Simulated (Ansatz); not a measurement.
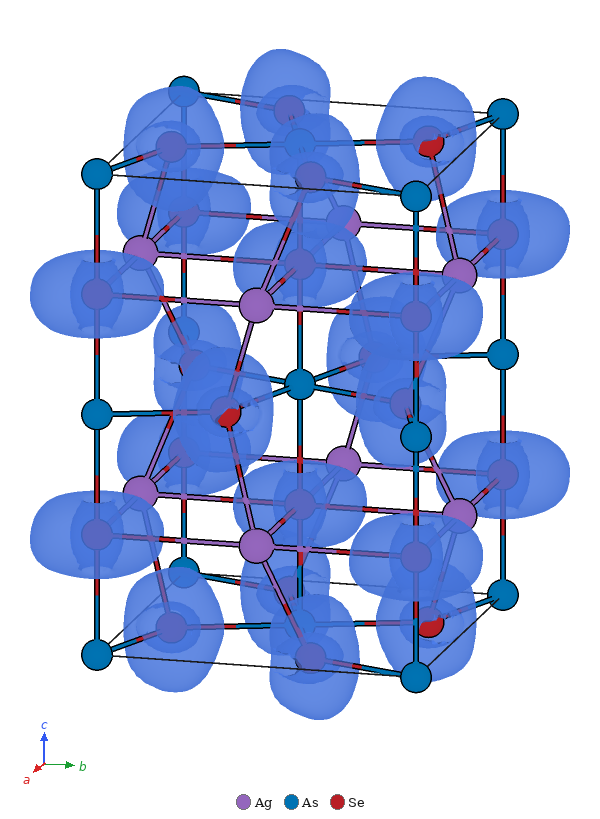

The picture shows: AgAsSe3. Isosurface of the electron localisation function at 0.7 (blue), seen slightly off an axis. Core shells and regions of very low density are left out. Sticks mark near contacts.

Space group I4/mcm; a structure from a database of computed crystals, not necessarily the ambient phase; started from the SrTiO3-140 prototype, which need not be the ambient phase.

Theory: DFT, r2SCAN+rVV10, plane waves, PAW (Ansatz 0.2.0).

Core electrons are frozen (PAW), and the valence fields are smoothed inside the atomic spheres.

**Where are the electrons localised?**

The ELF exceeds this value in twelve regions wrapped around Se (the valence shell of each), counted in one cell of 20 atoms. Regions shared between cells count once.

Values along the shortest contacts:
As–Se (2.56 Å): the ELF peaks at about 0.70 between the atoms. Se–Se (2.56 Å): the ELF peaks at about 0.70 between the atoms.
